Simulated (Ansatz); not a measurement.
**Nudged elastic band of SiH₅Cl₂OF**

The run: nudged elastic band of SiH₅Cl₂OF. Method and program: RKS PBE0-D4/def2-SVP (Ansatz 0.2.0).

Figures and captions count atoms from 1; the log counts them from 0 in places.

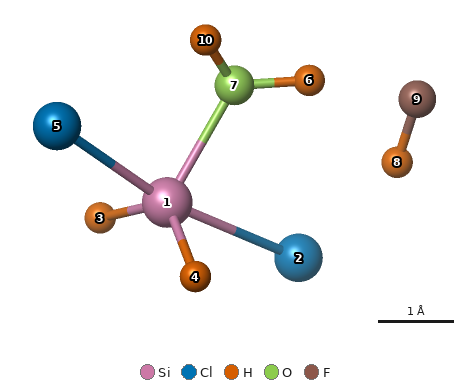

Fig. 1: The starting structure (ball-and-stick view, seen at a tilt; atoms are numbered from 1 in the order of the input).

The input:
```yaml
crystal:
  periodic: [false, false, false]
  atoms:
    - {symbol: Si, position_ang: [-0.893854, 0.615210, -0.362220]}
    - {symbol: Cl, position_ang: [-0.753134, -1.622823, -0.931791]}
    - {symbol: H, position_ang: [-1.099277, 0.921849, -1.780473]}
    - {symbol: H, position_ang: [-1.923346, 0.275915, 0.626042]}
    - {symbol: Cl, position_ang: [-0.671507, 2.685313, 0.274542]}
    - {symbol: H, position_ang: [1.207650, -0.459978, 0.461505]}
    - {symbol: O, position_ang: [0.815202, 0.425479, 0.177994]}
    - {symbol: H, position_ang: [0.716245, -2.128903, 0.152700]}
    - {symbol: F, position_ang: [1.488842, -1.915080, 0.706108]}
    - {symbol: H, position_ang: [1.113379, 1.203218, 0.675494]}
basis:
  gaussian: {orbitals: def2-SVP}
hamiltonian: {xc: pbe0, dispersion: d4}
neb:
  images: 5
  climbing: true
  max_iterations: 40
  initial_path: idpp
  final_atoms:
    - {symbol: Si, position_ang: [-0.748311, 1.093978, -0.205865]}
    - {symbol: Cl, position_ang: [-0.974759, -2.533636, -0.380868]}
    - {symbol: H, position_ang: [-0.589273, 0.570632, -1.570073]}
    - {symbol: H, position_ang: [-1.959247, 0.641282, 0.502532]}
    - {symbol: Cl, position_ang: [-0.813895, 3.139539, -0.253475]}
    - {symbol: H, position_ang: [1.518263, -0.645836, 0.188166]}
    - {symbol: O, position_ang: [0.626283, 0.628385, 0.606531]}
    - {symbol: H, position_ang: [0.307421, -2.347759, -0.319288]}
    - {symbol: F, position_ang: [1.900401, -1.474273, -0.080545]}
    - {symbol: H, position_ang: [0.733317, 0.927887, 1.512785]}
```

Launched with:
```bash
ansatz run in.yaml --threads 8 --pin off --events-out ev --progress --plain --max-ram 19148MiB
```

What the program printed:
```
Functional definition: PBE0
  name "PBE0"
  cite "Adamo & Barone, J. Chem. Phys. 110, 6158 (1999) doi:10.1063/1.478522"
  cite "Perdew, Burke & Ernzerhof, Phys. Rev. Lett. 77, 3865 (1996) doi:10.1103/PhysRevLett.77.3865"
  parent pbe
  parameter a = 0.25
  parameter kappa = 0.804
  parameter beta = 0.06672455060314922
  exchange = (1 - a)*pbe_x(kappa = kappa, mu = beta*pi^2/3) + a*exact_x
  correlation = pbe_c(beta = beta)
1076 factors; integrals over basis functions are off by at most 5.9e-4 eV
mean field evaluation 1: about -37737.5815 eV, gradient 4.2e1 eV
mean field evaluation 2: about -37736.4094 eV, gradient 5.0e1 eV
mean field evaluation 4: about -37740.4250 eV, gradient 1.3e0 eV
mean field evaluation 8: about -37740.4390 eV, gradient 2.9e-2 eV
mean field -37740.43901283 eV, -1386.9355523332 hartree, gradient 5.8e-5 eV, S^2 0.000000; 0 other end points of the search recorded, 0 dependent functions left out
the calculation of the forces begins
reference -37740.43903522 eV, -1386.9355531558 hartree; 35, 35 occupied and 72, 72 virtual orbitals, 1076 factors
1078 factors; integrals over basis functions are off by at most 1.2e-3 eV
mean field evaluation 16: about -37733.5978 eV, gradient 6.5e1 eV
mean field -37740.74037887 eV, -1386.9466273309 hartree, gradient 8.3e-6 eV, S^2 0.000000; 0 other end points of the search recorded, 0 dependent functions left out
[... from here on the field's lines of each further geometry are left out, up to the last ...]
WARN: NEB end point (image 0): max|allowed force component| = 4.669e-1 eV/Å (the criterion of neb.relax_end_points is 1.000e-2). That is over neb.f_tol: it is no minimum, so the barrier can be far off. Relax it first
WARN: NEB end point (image 6): max|allowed force component| = 4.763e-1 eV/Å (the criterion of neb.relax_end_points is 1.000e-2). That is over neb.f_tol: it is no minimum, so the barrier can be far off. Relax it first
NEB iter   1: max|band force component| = 2.595e0 eV/Å  barrier→ = 0.7056 eV  barrier← = 0.9831 eV  Δτ_max = 0.2000 Å  (180 SCF iters)
NEB iter   2: max|band force component| = 1.752e0 eV/Å  barrier→ = 0.2017 eV  barrier← = 0.4792 eV  Δτ_max = 0.1539 Å  (139 SCF iters)
NEB iter   3: max|band force component| = 6.882e-1 eV/Å  barrier→ = 0.1080 eV  barrier← = 0.3855 eV  Δτ_max = 0.0624 Å  (140 SCF iters)
NEB iter   4: max|band force component| = 8.123e-1 eV/Å  barrier→ = 0.0795 eV  barrier← = 0.3571 eV  Δτ_max = 0.0314 Å  (141 SCF iters)
NEB iter   5: max|band force component| = 4.975e-1 eV/Å  barrier→ = 0.0658 eV  barrier← = 0.3434 eV  CI = image 2  Δτ_max = 0.0625 Å  (141 SCF iters)
NEB iter   6: max|band force component| = 4.844e-1 eV/Å  barrier→ = 0.0664 eV  barrier← = 0.3440 eV  CI = image 2  Δτ_max = 0.0313 Å  (141 SCF iters)
NEB iter   7: max|band force component| = 1.904e-1 eV/Å  barrier→ = 0.0677 eV  barrier← = 0.3453 eV  CI = image 2  Δτ_max = 0.0627 Å  (140 SCF iters)
NEB iter   8: max|band force component| = 1.574e-1 eV/Å  barrier→ = 0.0688 eV  barrier← = 0.3463 eV  CI = image 2  Δτ_max = 0.0626 Å  (140 SCF iters)
NEB iter   9: max|band force component| = 1.282e-1 eV/Å  barrier→ = 0.0691 eV  barrier← = 0.3466 eV  CI = image 2  Δτ_max = 0.0567 Å  (141 SCF iters)
NEB iter  10: max|band force component| = 8.498e-2 eV/Å  barrier→ = 0.0692 eV  barrier← = 0.3467 eV  CI = image 2  Δτ_max = 0.0095 Å  (133 SCF iters)
NEB iter  11: max|band force component| = 5.184e-2 eV/Å  barrier→ = 0.0692 eV  barrier← = 0.3467 eV  CI = image 2  Δτ_max = 0.0339 Å  (120 SCF iters)
NEB iter  12: max|band force component| = 1.213e-1 eV/Å  barrier→ = 0.0692 eV  barrier← = 0.3467 eV  CI = image 2  Δτ_max = 0.0171 Å  (125 SCF iters)
the calculation of the forces begins
reference -37740.74879080 eV, -1386.9469364635 hartree; 35, 35 occupied and 72, 72 virtual orbitals, 1078 factors
these checks for a lower state are left out or cut short: stability, starts, cluster_reference, orbital_swaps, neighbouring_geometries, increment
1078 factors; integrals over basis functions are off by at most 1.2e-3 eV
mean field -37740.75321110 eV, -1386.9470989066 hartree, gradient 2.1e-6 eV, S^2 0.000000; 0 other end points of the search recorded, 0 dependent functions left out
the calculation of the forces begins
reference -37740.75323441 eV, -1386.9470997631 hartree; 35, 35 occupied and 72, 72 virtual orbitals, 1078 factors
NEB iter  13: max|band force component| = 3.538e-2 eV/Å  barrier→ = 0.0692 eV  barrier← = 0.3467 eV  CI = image 2  CI's point: of a kind that is not told: the force calls were inconclusive, a negative curvature could not be distinguished from the path's own, the only one lies far off the path, or fixed occupations may fill a level only in part  Δτ_max = 0.0000 Å  (868 SCF iters)
```

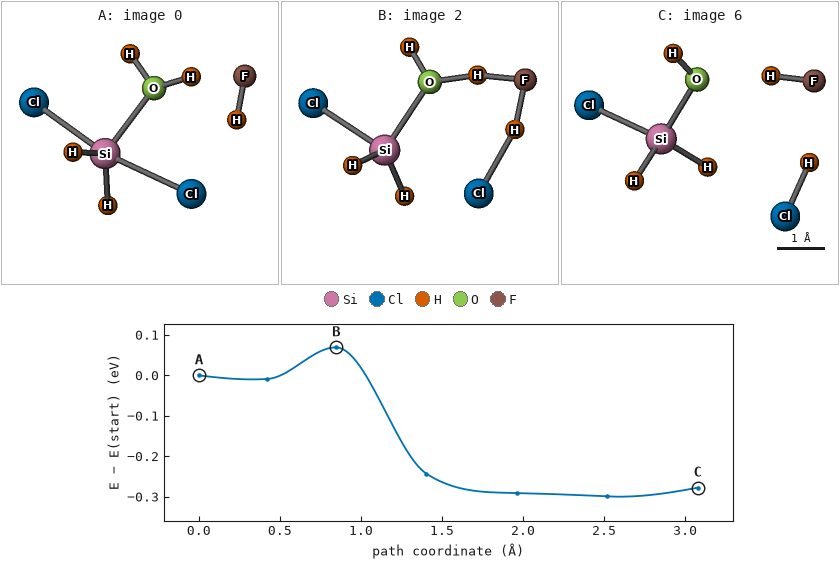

Fig. 2: Images of the last band (counted from 0; ball-and-stick, seen at a tilt) above the energy along the path; the line is a cubic interpolation that uses the forces. The highest image is number 2, 0.069 eV above the start and 0.347 eV above the end (the climbing image); the end lies 0.278 eV below the start. The path is 3.08 Å long. The band converged in 13 iterations. The end points carry forces over 0.1 eV/Å, so they aren't fully relaxed minima and the barriers are approximate.

```
WARN: NEB: the barrier is in doubt: the climbing image shows signs of a second negative curvature. Check it with more images (neb.images), a lower neb.f_tol or relaxed end points
Total energy: -37740.57021203 eV, -1386.9403738147 hartree
Atom 0 at    -0.870639     0.741321    -0.267624 Å, force    -0.000534     0.001520     0.000608 eV/Å
Atom 1 at    -0.820772    -1.786262    -0.772750 Å, force     0.002396    -0.002903     0.000751 eV/Å
Atom 2 at    -0.917819     0.827730    -1.735887 Å, force     0.001380     0.002079     0.001081 eV/Å
Atom 3 at    -2.009710     0.346346     0.576326 Å, force     0.000765     0.000090     0.000253 eV/Å
Atom 4 at    -0.662310     2.796191     0.259422 Å, force    -0.000850    -0.001008    -0.001229 eV/Å
Atom 5 at     1.243037    -0.652004     0.464546 Å, force     0.001110    -0.004475    -0.000024 eV/Å
Atom 6 at     0.719746     0.372193     0.407625 Å, force    -0.001925     0.001206    -0.000951 eV/Å
Atom 7 at     0.605114    -2.012991    -0.115382 Å, force    -0.003593    -0.001064    -0.000701 eV/Å
Atom 8 at     1.560449    -1.785782     0.399865 Å, force     0.000364     0.002385    -0.000418 eV/Å
Atom 9 at     1.153103     1.153459     0.783759 Å, force     0.000887     0.002170     0.000631 eV/Å
Dipole moment:     0.351021     0.233044     0.218698 e Å
```

The last band as extended XYZ (Å, eV, eV/Å):
```
10
Properties=species:S:1:pos:R:3:forces:R:3 image=0 energy=-37740.63936
Si   -0.8939    0.6152   -0.3622   -0.4669   0.0271  -0.1972
Cl   -0.7531   -1.6228   -0.9318    0.0473  -0.0466  -0.0094
H    -1.0993    0.9218   -1.7805   -0.0303   0.0217  -0.1629
H    -1.9233    0.2759    0.6260   -0.1108  -0.0531   0.1243
Cl   -0.6715    2.6853    0.2745    0.0833   0.1175   0.0687
H     1.2076   -0.4600    0.4615    0.1473  -0.2954   0.0548
O     0.8152    0.4255    0.1780    0.2777  -0.0975  -0.0020
H     0.7162   -2.1289    0.1527    0.0477  -0.0023   0.0299
F     1.4888   -1.9151    0.7061   -0.0733   0.1227  -0.0257
H     1.1134    1.2032    0.6755    0.0781   0.2060   0.1195
10
Properties=species:S:1:pos:R:3:forces:R:3 image=1 energy=-37740.64817
Si   -0.9317    0.6391   -0.3343   -0.0095  -0.0426  -0.0092
Cl   -0.8415   -1.6452   -0.7959   -0.0044   0.0203  -0.0055
H    -1.0337    0.8926   -1.7827   -0.0062   0.0100  -0.0017
H    -2.0560    0.3771    0.5835   -0.0005   0.0068   0.0031
Cl   -0.6133    2.7139    0.2615    0.0026   0.0016   0.0041
H     1.2261   -0.5124    0.4769    0.0018   0.0069  -0.0074
O     0.7478    0.3789    0.3290    0.0037   0.0235   0.0021
H     0.7810   -2.1161    0.0196    0.0037  -0.0115  -0.0035
F     1.6092   -1.9054    0.4937    0.0033  -0.0040   0.0201
H     1.1124    1.1777    0.7488    0.0055  -0.0111  -0.0021
10
Properties=species:S:1:pos:R:3:forces:R:3 image=2 energy=-37740.57019
Si   -0.8706    0.7413   -0.2676   -0.0005   0.0015   0.0006
Cl   -0.8208   -1.7863   -0.7728    0.0024  -0.0029   0.0008
H    -0.9178    0.8277   -1.7359    0.0014   0.0021   0.0011
H    -2.0097    0.3463    0.5763    0.0008   0.0001   0.0003
Cl   -0.6623    2.7962    0.2594   -0.0008  -0.0010  -0.0012
H     1.2430   -0.6520    0.4645    0.0011  -0.0045   0.0000
O     0.7197    0.3722    0.4076   -0.0019   0.0012  -0.0010
H     0.6051   -2.0130   -0.1154   -0.0036  -0.0011  -0.0007
F     1.5604   -1.7858    0.3999    0.0004   0.0024  -0.0004
H     1.1531    1.1535    0.7838    0.0009   0.0022   0.0006
10
Properties=species:S:1:pos:R:3:forces:R:3 image=3 energy=-37740.88238
Si   -0.8280    0.9411   -0.2074    0.0214   0.1133   0.0331
Cl   -0.8347   -2.0058   -0.8391    0.0012  -0.1495  -0.0305
H    -0.8878    0.8477   -1.6797    0.0061  -0.0023   0.0329
H    -1.9614    0.3731    0.5495    0.0290   0.0073  -0.0145
Cl   -0.7431    2.9668    0.2647   -0.0704   0.1057  -0.0113
H     1.3668   -0.8558    0.4923    0.0813  -0.1174   0.0176
O     0.6793    0.4467    0.4135   -0.0234   0.0525  -0.0002
H     0.3654   -2.1231   -0.2631   -0.1340  -0.0655  -0.0810
F     1.6815   -1.7765    0.4644    0.0906   0.0183   0.0485
H     1.1623    1.1859    0.8049   -0.0018   0.0377   0.0053
10
Properties=species:S:1:pos:R:3:forces:R:3 image=4 energy=-37740.93007
Si   -0.7746    1.0428   -0.1791    0.0043  -0.0046   0.0013
Cl   -0.9768   -2.2139   -0.7967   -0.0048  -0.0040   0.0004
H    -0.7490    0.8041   -1.6354    0.0017  -0.0009   0.0005
H    -1.9371    0.4808    0.5397   -0.0008   0.0030  -0.0012
Cl   -0.7667    3.0861    0.1630   -0.0010   0.0033  -0.0023
H     1.4206   -0.8652    0.3923   -0.0009   0.0100  -0.0011
O     0.6871    0.5155    0.4967   -0.0065   0.0097   0.0042
H     0.2609   -2.2451   -0.3539    0.0013  -0.0023  -0.0001
F     1.7383   -1.7611    0.2827    0.0063  -0.0118  -0.0058
H     1.0974    1.1562    1.0906    0.0004  -0.0024   0.0040
10
Properties=species:S:1:pos:R:3:forces:R:3 image=5 energy=-37740.93845
Si   -0.7287    1.0771   -0.1734    0.0038   0.0030   0.0031
Cl   -1.0680   -2.2473   -0.6703    0.0018  -0.0060   0.0059
H    -0.6267    0.7291   -1.6033    0.0037  -0.0023   0.0018
H    -1.9418    0.5953    0.5225   -0.0003   0.0041   0.0000
Cl   -0.6878    3.1328    0.0452    0.0013   0.0020  -0.0049
H     1.4532   -0.8263    0.2641    0.0023  -0.0003  -0.0052
O     0.6833    0.5137    0.5680   -0.0009  -0.0006  -0.0003
H     0.2157   -2.2256   -0.3929   -0.0050  -0.0030  -0.0029
F     1.7662   -1.7045    0.0524    0.0020   0.0069  -0.0062
H     0.9348    0.9558    1.3877   -0.0086  -0.0037   0.0086
10
Properties=species:S:1:pos:R:3:forces:R:3 image=6 energy=-37740.91691
Si   -0.6525    1.1640   -0.1363   -0.4487  -0.0398  -0.2952
Cl   -1.1668   -2.4101   -0.5869   -0.1783   0.0174  -0.0167
H    -0.5040    0.7308   -1.5330    0.0105  -0.0519  -0.1288
H    -1.9124    0.7617    0.5147   -0.1260  -0.0464   0.0632
Cl   -0.5515    3.2060   -0.0315    0.0362   0.3142   0.0190
H     1.4563   -0.7806    0.1659    0.0143  -0.0556  -0.0273
O     0.6604    0.5286    0.6629    0.4763  -0.2728   0.1361
H     0.1243   -2.3353   -0.4891    0.2640   0.1045   0.0543
F     1.7765   -1.6157   -0.1575   -0.0871   0.0064  -0.0051
H     0.7698    0.7510    1.5908    0.0386   0.0241   0.2005
```

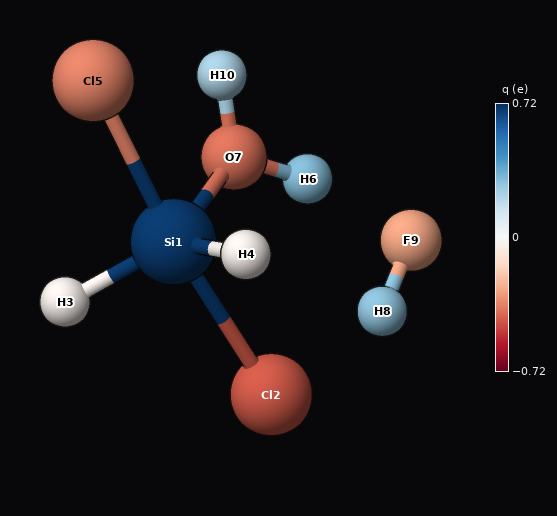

Fig. 3: Mulliken charges, as the colour of each atom (ball-and-stick view, seen at a tilt; atoms are numbered from 1 in the order of the input). By element: Si +0.69, Cl −0.44 to −0.35, H −0.03 to +0.30, O −0.39 and F −0.28 e.

Key numbers:

```csv
quantity,value
outcome,converged
"barrier, forward",0.069 eV
"barrier, backward",0.347 eV
dipole moment (one image of the band),2.28 D
hardware,"8 threads of Intel Xeon @ 2.80GHz, 23 GiB of memory available, shared host"
wall time,71 s (CPU time 7.5 min)
peak memory,0.58 GiB
```
